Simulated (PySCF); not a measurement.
## Electronic structure of H$_{3}$PbS$_{3}$ (charge +1) in real space

Input

```
mol = gto.M(atom='''
Pb     0.00000     0.00000     0.48779
S      2.38651     0.52627     0.48604
H      2.75059    -0.78108     0.48700
S     -1.64902     1.80364     0.48604
H     -0.69886     2.77262     0.48700
S     -0.73749    -2.32991     0.48604
H     -2.05173    -1.99154     0.48700''',
    basis={'Pb': 'def2-SVP', 'S': 'def2-SVP', 'H': 'def2-SVP'},
    ecp={'Pb': 'def2-SVP'},
    charge=1, spin=0)
mf = dft.RKS(mol, xc='PBE0')
mf.grids.atom_grid = (75, 302)  # f atoms: at least (60, 302), unpruned
mf = mf.density_fit()  # Pb def2-universal-JKFIT, S def2-universal-JKFIT, H def2-universal-JKFIT
mf.conv_tol = 1e-09; mf.max_cycle = 55
mf.kernel(dm0)
```

Run with:

```sh
OMP_NUM_THREADS=2 python run.py
```

Core potentials replace the inner electrons of Pb.

Computed with RKS PBE0, Pb def2-SVP with ECP60, S def2-SVP, H def2-SVP; non-relativistic Hamiltonian with scalar-relativistic core potentials where named; density fitting in PySCF.

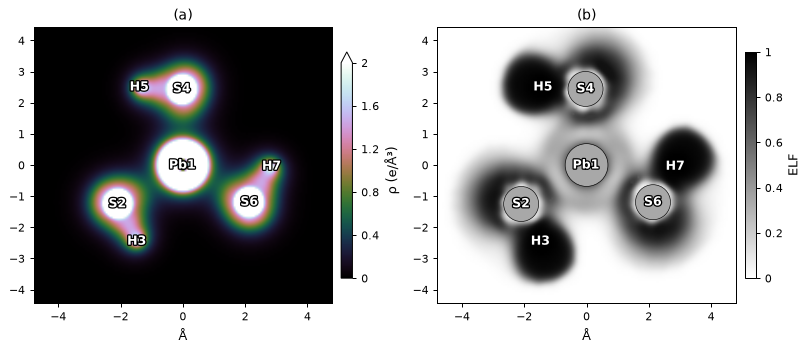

Figure 1. (a) electron density; (b) ELF on the molecular plane. Grey discs cover the atomic cores in the ELF map.

Q: What does the map show?

A: The section cuts through Pb, S and H sites. Pb–S (2.44 Å): the density is about 0.54 e/Å³ at the midpoint; the ELF peaks at about 0.80 in the valence shell of S, 0.9 Å from its nucleus, and drops to about 0.25 between the two atoms. S–H (1.36 Å): ρ at the midpoint is about 1.4 e/Å³; the ELF climbs to about 1 towards the hydrogen, as it does in any bond to H. The ELF also peaks beside S6, S2 and S4, away from the bonds: lone-pair regions.

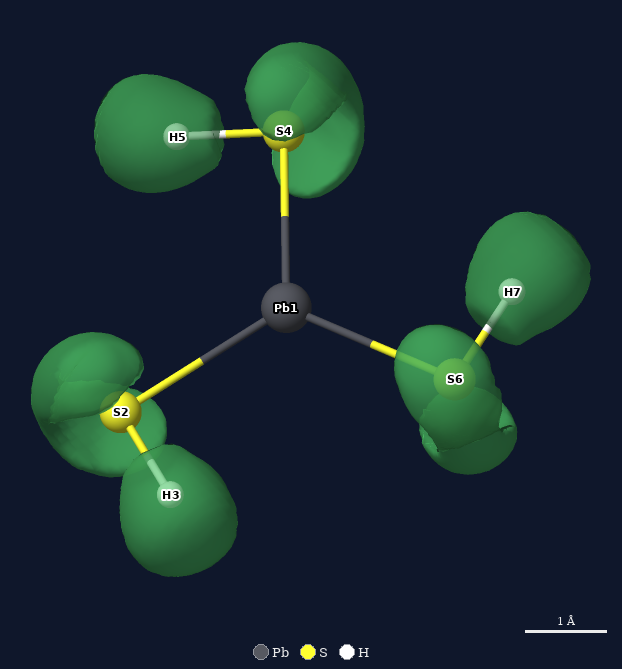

Figure 2. Isosurface of the ELF at 0.9 (green), seen at a tilt. Core shells and regions of very low density are left out.

Q: Where are the electrons localised?

A: At this value the surface marks out three regions around hydrogen nuclei and three regions wrapped around S (the valence shell of each).

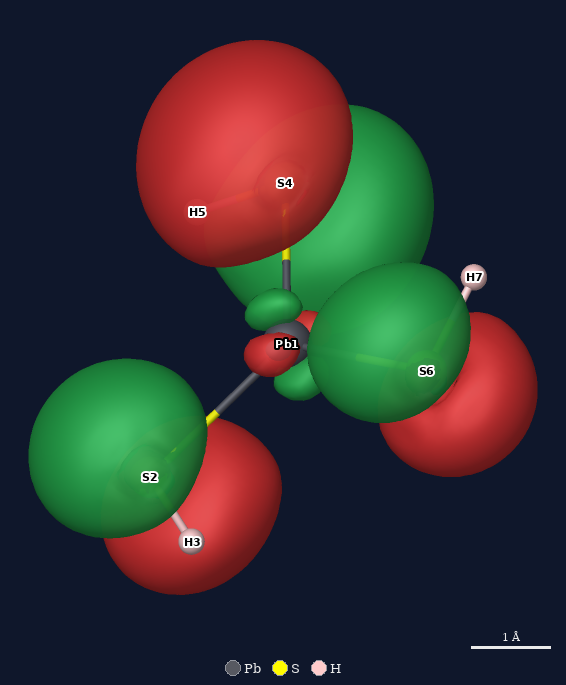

Figure 3. The HOMO at ±0.06 Å⁻³ᐟ² (green and red are the two phases), seen at a tilt.

Q: What is the character of this orbital?

A: By Hirshfeld shares it lies mainly on S4 (about 60 %), S2 (about 15 %) and S6 (about 15 %); it changes sign across the molecular plane (π type). It is one of a degenerate set, so its orientation is arbitrary. Its energy is −12.70 eV.
